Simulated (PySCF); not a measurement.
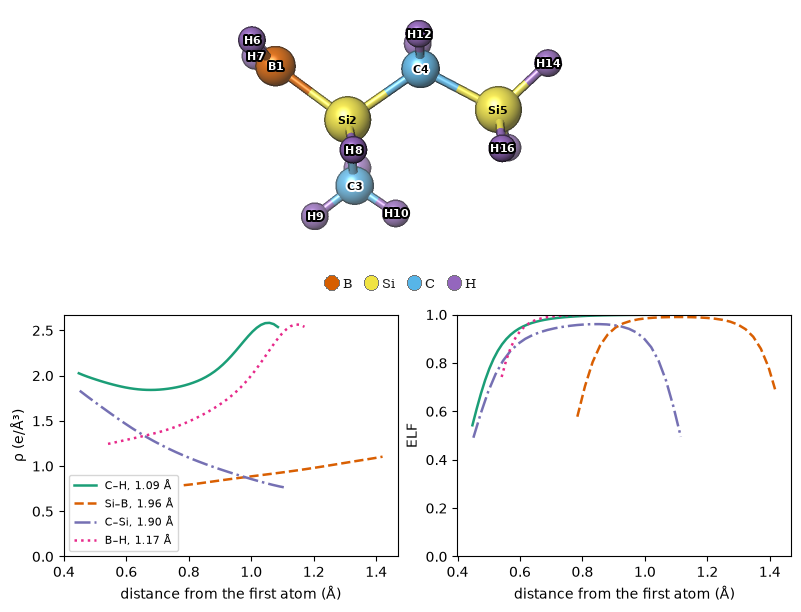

*C2H11BSi2. Total electron density and electron localisation function along straight lines between neighbouring atoms. The curves leave out the atomic cores. The structure is drawn too.*

Geometry: GFN2-xTB.

Computed with CAM-B3LYP/def2-SVPD, SCF density, gas phase (PySCF 2.14.0).

The calculation's input:

```
{"job": {"kind": "uv", "xc": "CAM-B3LYP", "basis": "def2-SVPD", "nstates": 8, "ntriplets": 3}, "charge": 0, "multiplicity": 1}
B     -2.000403     1.558097    -0.808516
Si    -0.796561     0.488563     0.307130
C     -1.268805    -1.358919     0.425327
C      0.958114     0.583804    -0.480417
Si     2.318996    -0.475541     0.311685
H     -2.169995     2.698815    -0.609151
H     -2.538045     1.111102    -1.747466
H     -0.624167     0.932960     1.712258
H     -2.254352    -1.485462     0.864756
H     -0.564537    -1.913016     1.037613
H     -1.287604    -1.823627    -0.556790
H      1.274888     1.627539    -0.462005
H      0.882124     0.317973    -1.536160
H      3.615475    -0.126598    -0.283179
H      2.066500    -1.896143     0.060479
H      2.380772    -0.230603     1.753026
```

Launched as:

```sh
OMP_NUM_THREADS=1 python probes_run.py task.json out
```

Q: What kind of bonding do the profiles show?

A: C–H (1.09 Å): ρ is about 1.9 e/Å³ halfway; the ELF climbs to about 1 towards the hydrogen, as it does in any bond to H (an ordinary covalent bond to hydrogen).
Si–B (1.96 Å): ρ is about 0.88 e/Å³ halfway; the ELF peaks at about 1 between the atoms: localised, covalent bonding.
C–Si (1.90 Å): ρ at the midpoint is about 0.91 e/Å³; the ELF peaks at about 0.95 between the atoms; a shared electron pair.
B–H (1.17 Å): ρ is about 1.3 e/Å³ halfway; the ELF climbs to about 1 towards the hydrogen: a covalent bond by its length.
